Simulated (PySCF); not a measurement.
# ZrFCl: structure of the singlet

The task is one start of a wider search on ZrFCl: the singlet, from a bent start. It is relaxed, tested by its Hessian and followed downhill if it is a saddle.

Method: PBE0, basis Zr def2-TZVP with ECP28, F def2-TZVP, Cl def2-TZVP, scalar-relativistic core potentials, no spin–orbit coupling, density fitting; program: PySCF 2.14.0.

**1. Starting geometry**

3 atoms, charge 0, spin multiplicity 1.

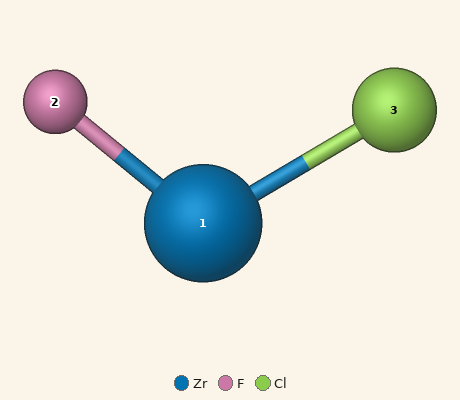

Start geometry, drawn with zirconium blue, fluorine pink, chlorine green; atoms are numbered from 1 in the order of the file.

Coordinates in bohr (charge 0 multiplicity 1):
```
Zr    0.0000    0.0000    0.0000
F    -3.3747    0.0000    2.3629
Cl    3.9165    0.0000    2.7422
```

**2. First SCF at the start**

The steps below are one call of a driver around PySCF. For each, scf.py gives the equivalent set-up of the SCF; relaxations use the driver's own optimiser. After this first run the driver tries any further starts and a stability analysis.

scf.py

```python
from pyscf import gto, scf, dft
mol = gto.M(atom='''
Zr     0.000000     0.000000     0.000000
F     -1.785800     0.000000     1.250400
Cl     2.072500     0.000000     1.451100''',
    basis={'Zr': 'def2-TZVP', 'F': 'def2-TZVP', 'Cl': 'def2-TZVP'},
    ecp={'Zr': 'def2-TZVP'},
    charge=0, spin=0)
mf = dft.RKS(mol, xc='PBE0')
mf.grids.atom_grid = (50, 194)
aux = {'Zr': 'def2-universal-JKFIT', 'F': 'def2-universal-JKFIT', 'Cl': 'def2-universal-JKFIT'}
mf = mf.density_fit(auxbasis=aux)
mf.conv_tol = 1e-08
mf.diis_space = 10
mf.max_cycle = 60
mf.init_guess = 'minao'
mf.verbose = 4
mf.kernel()
```

Launch:

```sh
> OMP_NUM_THREADS=2 python axn.py task.json out
```

Output, cut to the lines that bear on the results:

```text
[... the frontier levels of the middle cycles are left out ...]
init E= -601.344968929943
cycle= 1 E= -606.490394079627  delta_E= -5.15  |g|= 1.19  |ddm|=  4.4
  HOMO = -0.0256967370857039  LUMO = 0.0198914279121311  gap/eV = 1.24052
cycle= 2 E= -606.01881464528  delta_E= 0.472  |g|= 1.68  |ddm|= 3.91
  HOMO = -0.162063476471914  LUMO = -0.151032417069968  gap/eV = 0.30017
cycle= 3 E= -606.874848930072  delta_E= -0.856  |g|= 0.224  |ddm|= 3.55
cycle= 4 E= -606.880068731625  delta_E= -0.00522  |g|= 0.213  |ddm|= 0.289
cycle= 5 E= -606.890054133895  delta_E= -0.00999  |g|= 0.0584  |ddm|= 0.177
cycle= 6 E= -606.891358466763  delta_E= -0.0013  |g|= 0.0209  |ddm|= 0.0727
cycle= 7 E= -606.891935805067  delta_E= -0.000577  |g|= 0.0124  |ddm|= 0.0595
cycle= 8 E= -606.892642215023  delta_E= -0.000706  |g|= 0.00784  |ddm|= 0.11
cycle= 9 E= -606.892955291331  delta_E= -0.000313  |g|= 0.0048  |ddm|= 0.0906
cycle= 10 E= -606.893019144772  delta_E= -6.39e-05  |g|= 0.00215  |ddm|= 0.0387
cycle= 11 E= -606.893035910431  delta_E= -1.68e-05  |g|= 0.000707  |ddm|= 0.0285
cycle= 12 E= -606.893036368454  delta_E= -4.58e-07  |g|= 0.000214  |ddm|= 0.00402
cycle= 13 E= -606.893036395353  delta_E= -2.69e-08  |g|= 4.05e-05  |ddm|= 0.000911
cycle= 14 E= -606.893036395917  delta_E= -5.64e-10  |g|= 6.79e-06  |ddm|= 0.000112
  HOMO = -0.16769040876909  LUMO = -0.118555672412565  gap/eV = 1.33702
Extra cycle  E= -606.893036395933  delta_E= -1.67e-11  |g|= 4.1e-06  |ddm|= 1.42e-05
converged SCF energy = -606.893036395933
```

This step, with its further starts and checks, needed 10 s of wall time on 2 threads of Arm Neoverse V2, shared host.

Energies from each starting density:

| start | energy (Eh) |
| --- | --- |
| the minimal-basis guess | -606.893036 |
| a thermally smeared density | -606.914727 |
| a smeared PBE density | -606.914727 |

The first run landed in a state that is too high. Following the other starts and the instabilities gains 56.9 kJ/mol (-606.91473 Eh), and the work goes on from there.

**3. Bent start, singlet: relaxation**

The program finds Cs symmetry in the start, which this walk keeps. The walk stops when the largest gradient is under 0.0003 Eh/bohr and the energy has settled too.

scf.py: that of step 2 with these lines changed.

```diff
@@ -3,3 +3,3 @@
-Zr     0.000000     0.000000     0.000000
-F     -1.785800     0.000000     1.250400
-Cl     2.072500     0.000000     1.451100''',
+Zr    -0.267916     0.000000    -0.517814
+F     -2.053716     0.000000     0.732586
+Cl     1.804584     0.000000     0.933286''',
@@ -16 +15,0 @@
-mf.init_guess = 'minao'
```

The optimiser's trace:

| step | energy (Eh) | change (kJ/mol) | largest symmetric gradient (Eh/bohr) |
| --- | --- | --- | --- |
| 0 | -606.914727 | 0.00 | 0.08273 |
| 1 | -606.951673 | -97.00 | 0.04501 |
| 2 | -606.951732 | -97.16 | 0.07277 |
| 3 | -606.960752 | -120.84 | 0.01129 |
| 4 | -606.961079 | -121.70 | 0.00319 |
| 5 | -606.961105 | -121.77 | 0.00022 |
| 6 | -606.961105 | -121.77 | 0.00007 |

The walk took 13 s.

Positions (Å) and forces (eV/Å) along the way:

```
step 0
Zr  -0.268   0.000  -0.518  -1.264   0.000   4.253
F   -2.054   0.000   0.733   3.328   0.000  -2.599
Cl   1.805   0.000   0.933  -2.063   0.000  -1.654
step 1
Zr  -0.290   0.000  -0.397  -0.786   0.000   2.315
F   -1.968   0.000   0.664   2.071   0.000  -1.413
Cl   1.741   0.000   0.881  -1.285   0.000  -0.902
step 3
Zr  -0.284   0.000  -0.347  -0.511   0.000   0.435
F   -1.902   0.000   0.642   0.581   0.000  -0.374
Cl   1.669   0.000   0.853  -0.070   0.000  -0.061
step 6
Zr  -0.292   0.000  -0.340  -0.001   0.000  -0.003
F   -1.887   0.000   0.636   0.001   0.000   0.003
Cl   1.662   0.000   0.852  -0.001   0.000   0.000
```

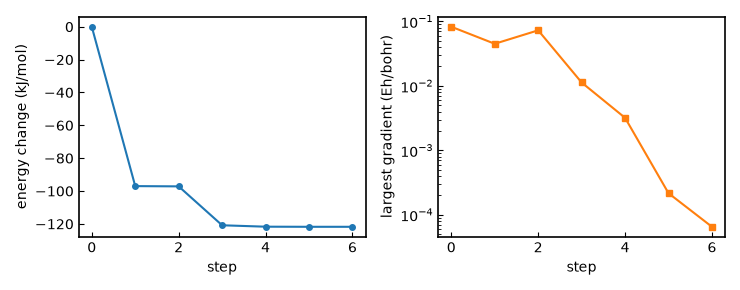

How energy and gradient fall.

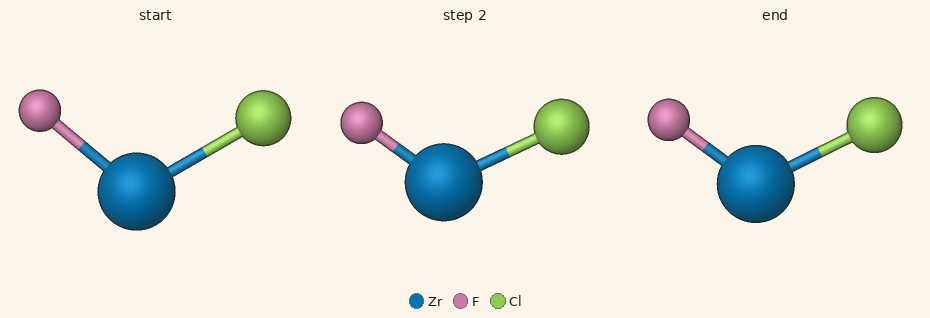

The geometry along the walk, at one scale.

After 6 steps and 121.8 kJ/mol it ends at Cs: Zr–Cl 2.289 Å, Zr–F 1.869 Å; Cl–Zr–F 117.2°.

**4. Frequencies**

On the finer grid the gradient is checked again; gradients at displacements of ±0.02 bohr then give force constants and infrared intensities.

scf.py: that of step 3 with these lines changed.

```diff
@@ -3,3 +3,3 @@
-Zr    -0.267916     0.000000    -0.517814
-F     -2.053716     0.000000     0.732586
-Cl     1.804584     0.000000     0.933286''',
+Zr    -0.265251     0.000000    -0.426643
+F     -1.850314     0.000000     0.562142
+Cl     1.682042     0.000000     0.776211''',
@@ -10 +10 @@
-mf.grids.atom_grid = (50, 194)
+mf.grids.atom_grid = (75, 302)
@@ -13 +13 @@
-mf.conv_tol = 1e-08
+mf.conv_tol = 1e-10
```

This SCF starts from the last density.

SCF at the final geometry:

```text
init E= -606.961396547096
  HOMO = -0.191804606844954  LUMO = -0.11160271429305  gap/eV = 2.18240
cycle= 1 E= -606.961396547103  delta_E= -6.59e-12  |g|= 1.98e-06  |ddm|= 9.38e-06
  HOMO = -0.19180447362821  LUMO = -0.11160263116922  gap/eV = 2.18240
Extra cycle  E= -606.961396547101  delta_E= 1.36e-12  |g|= 3.34e-06  |ddm|= 6.55e-06
converged SCF energy = -606.961396547101
```

The whole step took 44 s.

Geometry: Cs; Zr–Cl 2.289 Å, Zr–F 1.868 Å; Cl–Zr–F 116.3°.

Harmonic modes (main isotopes):

```
symmetry  ω (cm⁻¹)  IR (km/mol)
      a'       112          4.3
      a'       423         46.5
      a'       692          103
```

All wavenumbers are real: a minimum.

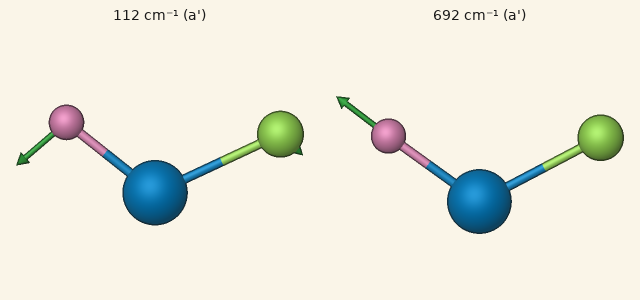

How the atoms move in 2 of the modes.

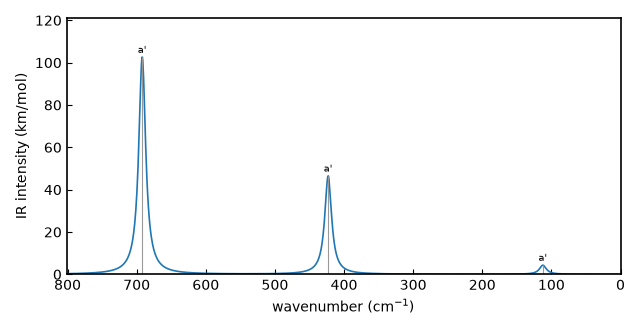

The harmonic infrared spectrum (widths in cm⁻¹). Lines are broadened to a width of 12 cm⁻¹ (Lorentzian).

Properties at this point:

```
Dipole moment                                                   : 1.76 D
Highest occupied level                                          : -5.22 eV
Lowest empty level                                              : -3.04 eV
Rotational constants                                            : 0.4973, 0.09374, 0.07887 cm⁻¹
Zero-point energy                                               : 7.3 kJ/mol
Principal polarisabilities                                      : 76.5, 103.3, 105.3 bohr³
Atomisation energy without zero-point energy                    : 1065 kJ/mol
Principal traceless quadrupole moments about the centre of mass : -2.99, -1.71, 4.69 D Å
Entropy at 298.15 K and 1 bar                                   : 296.4 J/(mol K)
Heat capacity Cp at 298.15 K                                    : 50.8 J/(mol K)
Enthalpy at 298.15 K above 0 K                                  : 12.84 kJ/mol
Rotational symmetry number                                      : 1
```

Charges (e) and bond orders:

| atom | Mulliken | Löwdin | polar tensor | Mayer order to Zr1 |
| --- | --- | --- | --- | --- |
| Zr1 | 0.74 | 0.09 | 1.02 | – |
| F2 | -0.41 | -0.21 | -0.55 | 1.03 |
| Cl3 | -0.33 | 0.12 | -0.46 | 1.20 |

Outer orbital energies (eV). occupied: -22.86, -13.17, -12.77, -12.64, -10.89, -10.05, -10.02, -5.22; empty: -3.04, -3.01, -2.00, -1.69.

Mulliken populations on Zr1 (outside its core potential): s 3.22, p 6.21, d 1.76, f 0.07.

**5. The broken-symmetry singlet**

A stability analysis found the closed shell of the lowest minimum unstable towards spin polarisation, so the unrestricted solution is followed.

The program finds Cs symmetry in the start, which may break. The walk stops when the largest gradient is under 0.0003 Eh/bohr and the energy has settled too.

scf.py: that of step 4 with these lines changed.

```diff
@@ -3,3 +3,3 @@
-Zr    -0.265251     0.000000    -0.426643
-F     -1.850314     0.000000     0.562142
-Cl     1.682042     0.000000     0.776211''',
+Zr    -0.263991     0.000000    -0.422930
+F     -1.849054     0.000000     0.565855
+Cl     1.683301     0.000000     0.779924''',
@@ -9,2 +9,2 @@
-mf = dft.RKS(mol, xc='PBE0')
-mf.grids.atom_grid = (75, 302)
+mf = dft.UKS(mol, xc='PBE0')
+mf.grids.atom_grid = (50, 194)
@@ -13 +13 @@
-mf.conv_tol = 1e-10
+mf.conv_tol = 1e-08
```

The optimiser's trace:

| step | energy (Eh) | change (kJ/mol) | largest gradient (Eh/bohr) |
| --- | --- | --- | --- |
| 0 | -606.973468 | 0.00 | 0.01183 |
| 1 | -606.975001 | -4.03 | 0.00572 |
| 2 | -606.976934 | -9.10 | 0.01230 |
| 3 | -606.977421 | -10.38 | 0.00944 |
| 4 | -606.978013 | -11.93 | 0.00184 |
| 5 | -606.978043 | -12.01 | 0.00085 |
| 6 | -606.978047 | -12.02 | 0.00011 |
| 7 | -606.978047 | -12.02 | 0.00002 |

The walk took 22 s.

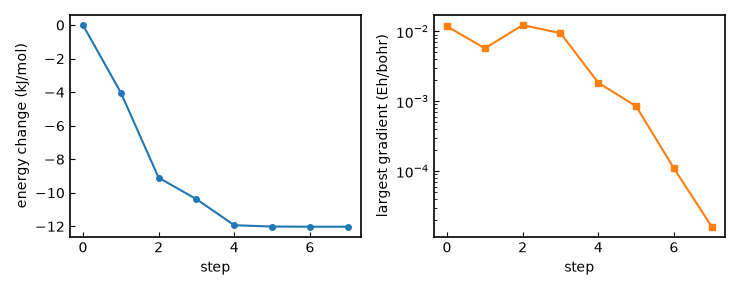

Energy and largest gradient along the walk.

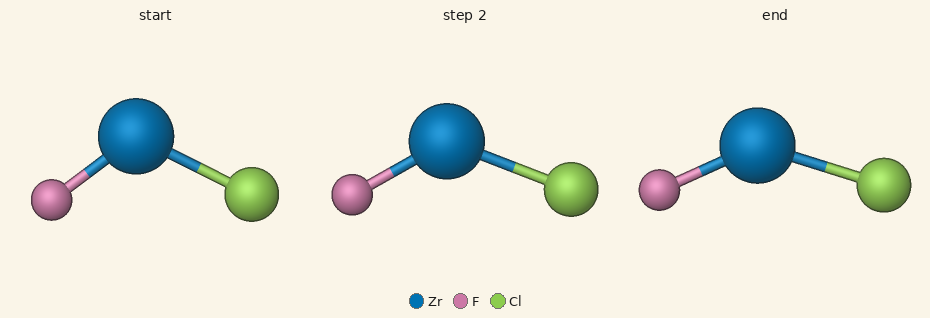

Start and end of the relaxation, with a step between.

End point (Cs, 7 steps, 12.0 kJ/mol gained): Zr–Cl 2.342 Å, Zr–F 1.903 Å; Cl–Zr–F 138.2°.

**6. Frequencies**

As before: finer grid, then central differences.

scf.py: that of step 5 with these lines changed.

```diff
@@ -3,3 +3,3 @@
-Zr    -0.263991     0.000000    -0.422930
-F     -1.849054     0.000000     0.565855
-Cl     1.683301     0.000000     0.779924''',
+Zr    -0.288911     0.000000    -0.300681
+F     -2.084665     0.000000     0.329871
+Cl     1.875498    -0.000000     0.593642''',
@@ -10 +10 @@
-mf.grids.atom_grid = (50, 194)
+mf.grids.atom_grid = (75, 302)
@@ -13 +13 @@
-mf.conv_tol = 1e-08
+mf.conv_tol = 1e-10
```

Log of the central SCF (cycles and frontier levels):

```text
init E= -606.977807678662
[... the frontier-level lines of each cycle are left out ...]
cycle= 1 E= -606.97780767866  delta_E= 1.25e-12  |g|= 4e-06  |ddm|= 6.1e-06
Extra cycle  E= -606.977807678651  delta_E= 9.55e-12  |g|= 6.93e-06  |ddm|= 6.99e-06
converged SCF energy = -606.977807678651  <S^2> = 0.95378454  2S+1 = 2.1943423
```

The whole step needed 72 s of wall time on 2 threads of Arm Neoverse V2, shared host.

Geometry: Cs; Zr–Cl 2.342 Å, Zr–F 1.903 Å; Cl–Zr–F 138.2°.

Modes, for the most abundant isotopes:

```csv
symmetry,ω (cm⁻¹),IR (km/mol),type
a',88,0.8,bend
a',388,53.4,stretch
a',650,144,stretch
```

No imaginary mode, so this is a minimum.

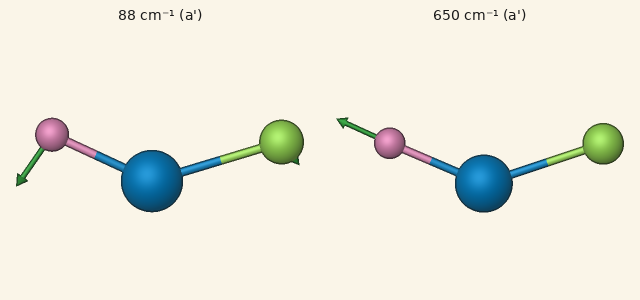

How the atoms move in 2 of the modes.

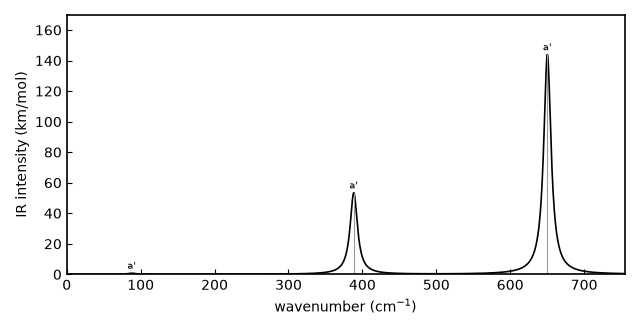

The harmonic infrared spectrum (widths in cm⁻¹). Lines are broadened to a width of 12 cm⁻¹ (Lorentzian).

Properties at this point:

| Item | Value |
| --- | --- |
| Dipole moment | 1.31 D |
| Highest occupied level | -5.49 eV |
| Lowest empty level | -2.60 eV |
| Rotational constants | 1.007, 0.07703, 0.07156 cm⁻¹ |
| Zero-point energy | 6.7 kJ/mol |
| Principal polarisabilities | 63.2, 68.3, 80.4 bohr³ |
| Atomisation energy without zero-point energy | 1108 kJ/mol |
| Principal traceless quadrupole moments about the centre of mass | -8.87, 3.28, 5.59 D Å |
| Entropy at 298.15 K and 1 bar | 297.4 J/(mol K) |
| Heat capacity Cp at 298.15 K | 51.6 J/(mol K) |
| Enthalpy at 298.15 K above 0 K | 13.10 kJ/mol |
| Rotational symmetry number | 1 |
| Spin squared ⟨S²⟩ | 0.954 |

Populations by atom (charges in e):

```
atom  Mulliken  Löwdin  polar tensor  spin (Mulliken)  Mayer order to Zr1
 Zr1      0.86    0.22          1.06            -0.02                   –
  F2     -0.46   -0.26         -0.56             0.01                0.95
 Cl3     -0.40    0.04         -0.49             0.01                1.08
```

Mulliken populations on Zr1 (outside its core potential): s 2.83, p 6.22, d 2.03, f 0.06.

**7. All stationary points**

| spin | group | bonds | imaginary modes (cm⁻¹) | ΔE (kJ/mol) | with zero-point energy |
| --- | --- | --- | --- | --- | --- |
| broken-symmetry (Ms = 0) | Cs | Zr–Cl 2.342 Å, Zr–F 1.903 Å | none | 0.0 | 0.0 |
| singlet | Cs | Zr–Cl 2.289 Å, Zr–F 1.868 Å | none | 43.1 | 43.7 |

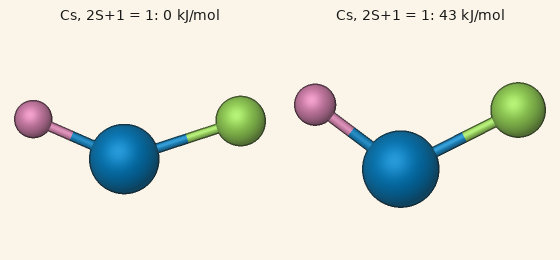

The points, lowest first (zirconium blue, fluorine pink, chlorine green).

**8. Results**

| quantity | value |
| --- | --- |
| minimum | broken-symmetry (Ms = 0), Cs |
| geometry | Zr–Cl 2.342 Å, Zr–F 1.903 Å; Cl–Zr–F 138.2° |
| wavenumbers (cm⁻¹) | 88 (a'), 388 (a'), 650 (a') |
| dipole moment | 1.31 D |
| highest occupied, lowest empty level (either spin) | -5.49, -2.60 eV |
| polar-tensor charge of Zr1 | +1.06 e |
| zero-point energy | 6.7 kJ/mol |
| entropy at 298.15 K | 297.4 J/(mol K) |
| atomisation energy (no zero-point energy) | 1108 kJ/mol |
| ⟨S²⟩ | 0.954 |

The bent start keeps its Cs symmetry and ends in a minimum. The determinant is spin-contaminated (⟨S²⟩ = 0.95 against 0.00), so it is no pure spin state. In the infrared the band at 650 cm⁻¹ (a', stretch) leads. The first SCF alone would have been 57 kJ/mol too high. Other starts or spin states, not run here, may lie lower.

The search up to here took 2.8 min.
